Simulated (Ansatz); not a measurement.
**C2H7FSi (SiHMe2F): density, localisation and related maps**

The calculation's input:

```
crystal:
  periodic: [false, false, false]
  atoms:
    - {symbol: Si, position_ang: [-0.284350, -0.482934, 0.439695]}
    - {symbol: H, position_ang: [-0.319539, -0.549242, 1.944165]}
    - {symbol: C, position_ang: [1.482145, -0.550267, -0.187602]}
    - {symbol: H, position_ang: [1.984158, -1.487242, 0.128593]}
    - {symbol: H, position_ang: [2.071805, 0.302962, 0.208006]}
    - {symbol: H, position_ang: [1.509696, -0.501830, -1.295737]}
    - {symbol: C, position_ang: [-1.199355, 1.031716, -0.182332]}
    - {symbol: H, position_ang: [-2.252483, 1.036715, 0.164846]}
    - {symbol: H, position_ang: [-1.202115, 1.060768, -1.291533]}
    - {symbol: H, position_ang: [-0.714600, 1.960841, 0.183653]}
    - {symbol: F, position_ang: [-1.075382, -1.821499, -0.111731]}
basis:
  gaussian: {orbitals: def2-TZVP, initial_orbitals: start.molden}
hamiltonian: {xc: pbe0, dispersion: d4}
scf: {omitted_lower_state_checks: [starts]}
output: {orbitals: {seedname: orbitals}}
```

Run with:

```sh
ansatz run in.yaml --threads 4 --pin off --events-out ev --progress --plain --max-ram 3916MiB
```

Geometry: PBE-D4/def2-SVP.

The calculation used RKS PBE0-D4/def2-TZVP (Ansatz).

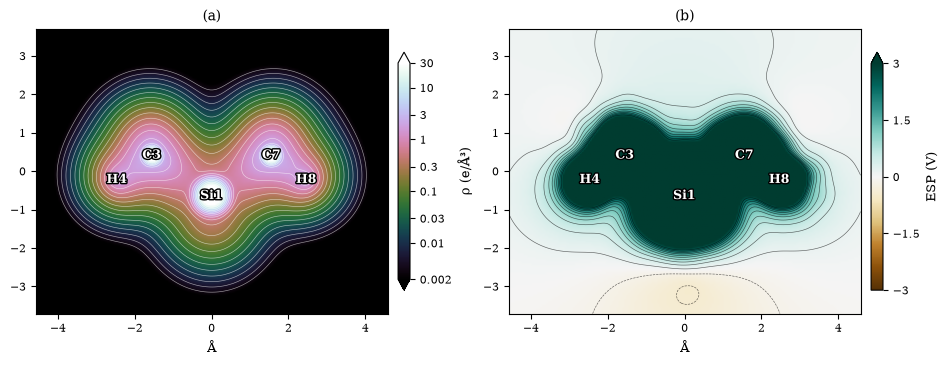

Figure 1. (a) total electron density; (b) electrostatic potential on the plane of atoms Si1, C7 and H8.

Question: Describe what can be read from this map.

Answer: Atoms in the plane: Si, C and H. C–Si (1.88 Å): ρ at the midpoint is about 0.97 e/Å³. C–H (1.11 Å): ρ at the midpoint is about 1.9 e/Å³. Outside the dense part of the molecule the potential is most negative (−0.4 V) near F11, which lies off the plane.

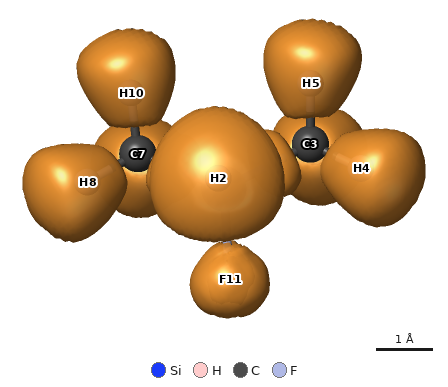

Figure 2. Isosurface of the ELF at 0.8 (orange), seen at an oblique angle. Only the valence region is drawn (cores and ρ < 0.01 e/Å³ removed).

Question: What do the ELF domains correspond to?

Answer: The surface consists of two regions between bonded C–Si atoms (shared pairs), seven regions around hydrogen nuclei and one region wrapped around F (its lone pairs, merged into a ring or cap).


Si–F (1.65 Å): the ELF peaks at about 0.85 in the valence shell of F, 0.6 Å from its nucleus, and is about 0.60 at the midpoint. C–Si (1.88 Å): the ELF peaks at about 0.95 between the atoms: localised, covalent bonding.

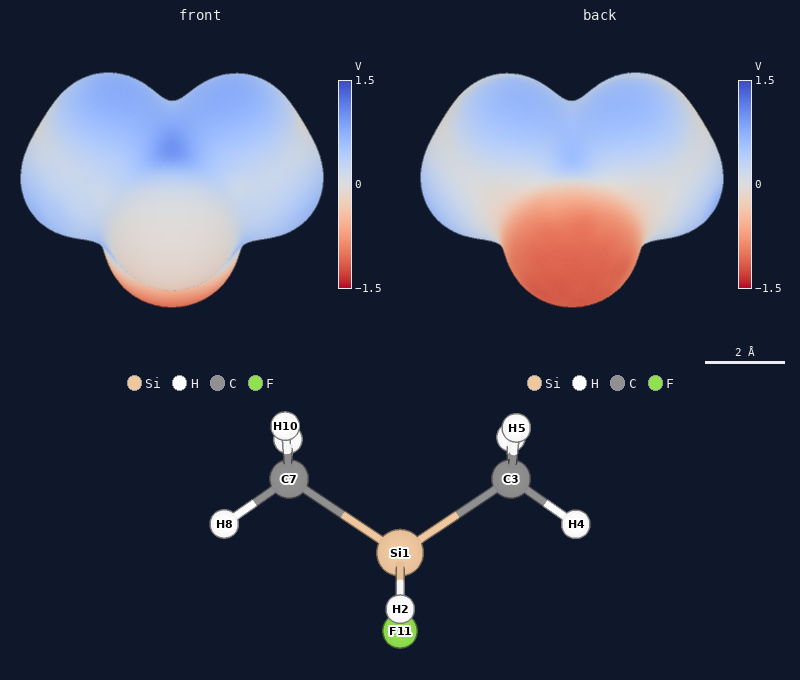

Figure 3. The molecular electrostatic potential painted on the density surface at 0.001 e/bohr³, seen from the front and from behind; the colour scale runs from red (negative) to blue (positive). The bare structure is drawn below in the same view.

Question: Describe the electrostatic potential map.

Answer: The most negative region (about −1.1 V) lies over F11, the most positive (about +0.9 V) over Si1.

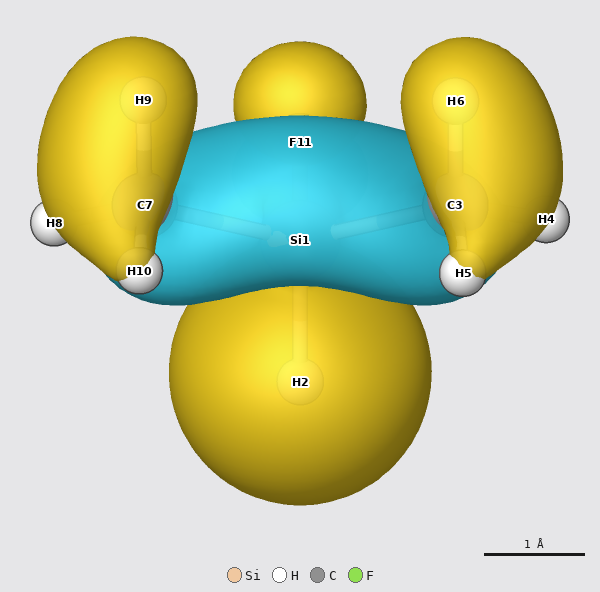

Figure 4. The HOMO−1 at ±0.08 Å⁻³ᐟ² (yellow and cyan are the two phases), seen from one side.

Question: Where does this orbital lie, and at what energy?

Answer: By Hirshfeld shares it lies mainly on H2 (about 30 %), Si1 (about 30 %), C3 (about 10 %), C7 (about 10 %) and F11 (about 10 %). Its energy is −8.97 eV.
